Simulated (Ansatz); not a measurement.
# Single-point calculation of Si₃H₆ClF

- system: Si₃H₆ClF
- method: RKS r2SCAN-D4/def2-TZVPP (Ansatz 0.2.0)

The geometry comes from this level: PBE0-D4/def2-TZVP.

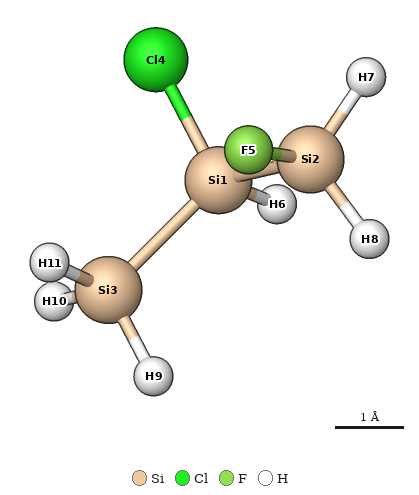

Figure 1. The input geometry (ball-and-stick view, seen at a tilt; atoms are numbered from 1 in the order of the input).

## The input
```yaml
crystal:
  periodic: [false, false, false]
  atoms:
    - {symbol: Si, position_ang: [-0.166507, 0.110683, -1.873081]}
    - {symbol: Si, position_ang: [2.104547, 0.439133, -1.391544]}
    - {symbol: Si, position_ang: [-0.959068, -1.955833, -1.114350]}
    - {symbol: Cl, position_ang: [-1.267563, 1.617430, -0.974195]}
    - {symbol: F, position_ang: [2.374251, 0.068960, 0.146565]}
    - {symbol: H, position_ang: [-0.348999, 0.236387, -3.346063]}
    - {symbol: H, position_ang: [2.515357, 1.849842, -1.605192]}
    - {symbol: H, position_ang: [2.939884, -0.461587, -2.229850]}
    - {symbol: H, position_ang: [-0.160656, -3.038025, -1.751029]}
    - {symbol: H, position_ang: [-2.390388, -2.116734, -1.479443]}
    - {symbol: H, position_ang: [-0.806019, -2.030203, 0.360594]}
basis:
  gaussian: {orbitals: def2-TZVPP}
hamiltonian: {xc: r2scan, dispersion: d4}
```

Machine: 4 CPU threads, shared host.

Launched with:
```bash
ansatz run in.yaml --threads 4 --pin off --events-out ev --progress --plain --max-ram 66560MiB --backend cpu
```

## The program's output
```
Functional definition: r2SCAN
  name "r2SCAN"
  cite "Furness, Kaplan, Ning, Perdew & Sun, J. Phys. Chem. Lett. 11, 8208 (2020) doi:10.1021/acs.jpclett.0c02405"
  cite "Furness, Kaplan, Ning, Perdew & Sun, J. Phys. Chem. Lett. 11, 9248 (2020) doi:10.1021/acs.jpclett.0c03077"
  parent r2scan
  parameter k0 = 0.174
  parameter k1 = 0.065
  parameter a1 = 4.9479
  exchange = r2scan_x(k0 = k0, k1 = k1, a1 = a1)
  correlation = r2scan_c
1668 factors; their error is unknown
mean field evaluation 1: about -38969.1482 eV, gradient 3.5e1 eV
mean field evaluation 2: about -38966.5285 eV, gradient 5.8e1 eV
mean field evaluation 4: about -38971.3064 eV, gradient 2.0e0 eV
mean field evaluation 8: about -38971.3121 eV, gradient 4.5e-2 eV
mean field evaluation 16: about -38971.2546 eV, gradient 7.1e-5 eV
mean field -38971.25462492 eV, -1432.1671918007 hartree, gradient 7.1e-5 eV, S^2 0.000000; 0 other end points of the search recorded, 0 dependent functions left out
reference -38971.25464013 eV, -1432.1671923597 hartree; 37, 37 occupied and 246, 246 virtual orbitals, 1668 factors
Total energy: -38971.33122304 eV, -1432.1700067297 hartree
```

## Key numbers

| quantity | value |
| --- | --- |
| outcome | converged |
| total energy | −38971.3312 eV |
| mean-field energy | −38971.2546 eV |
| dispersion energy | −0.0766 eV |
| SCF solution under orbital rotations | stable |
| wall time | 3.8 s (CPU time 14 s) |
| peak memory | 1 GiB |
